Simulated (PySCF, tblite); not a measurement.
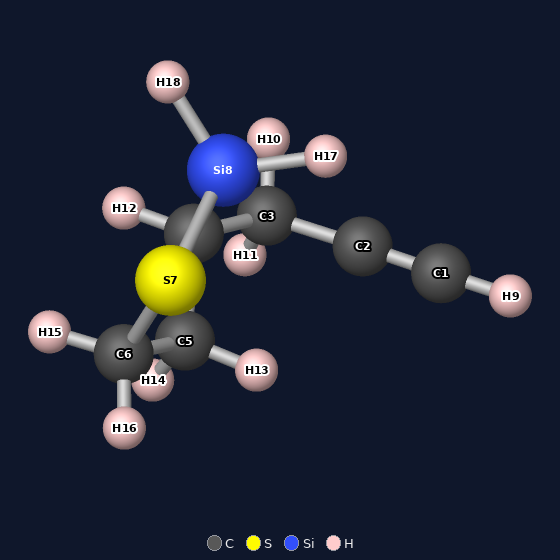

The molecule: C₆H₁₀SSi, SMILES C#CC[C@H]1CCS[SiH2]1.

GIAO shifts, PBE0/pcSseg-1, PySCF 2.14.0, at a GFN2-xTB geometry (a minimum by its frequencies), against TMS for ²⁹Si and TMS for ¹³C computed at the same level. Gas phase, fully decoupled, line heights follow the number of nuclei, widths are arbitrary (no quadrupolar broadening); values of one conformer, averaged over methyl-type rotors and exact or near symmetry; other conformers aren't averaged in.

> How many ²⁹Si lines appear, and where?

1 signal.


```
δ (ppm)  nuclei  atoms
  −16.4       1    Si8
```

> Which ¹³C signals does it give?

6 signals.


```csv
δ (ppm),nuclei,atoms
87.0,1,C2
78.8,1,C1
39.2,1,C5
39.1,1,C6
31.4,1,C4
21.1,1,C3
```

The order of signals that lie close, as those under 2 ppm apart, is within the error of the method.

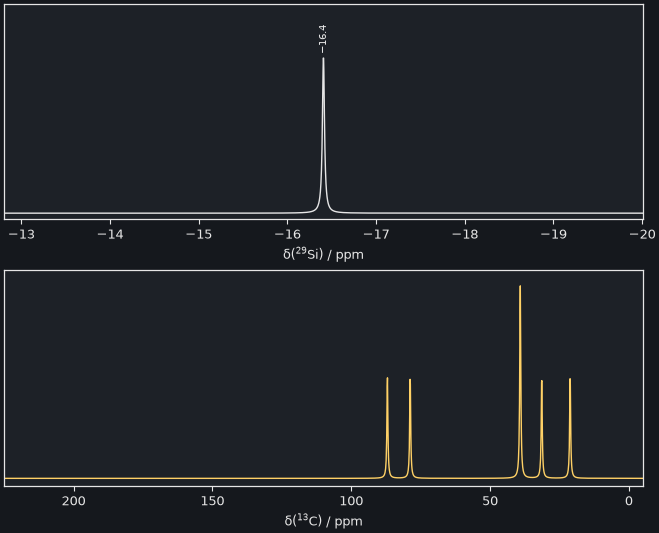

Caveats: the tight-binding geometry is rougher than a DFT one and adds to the error.
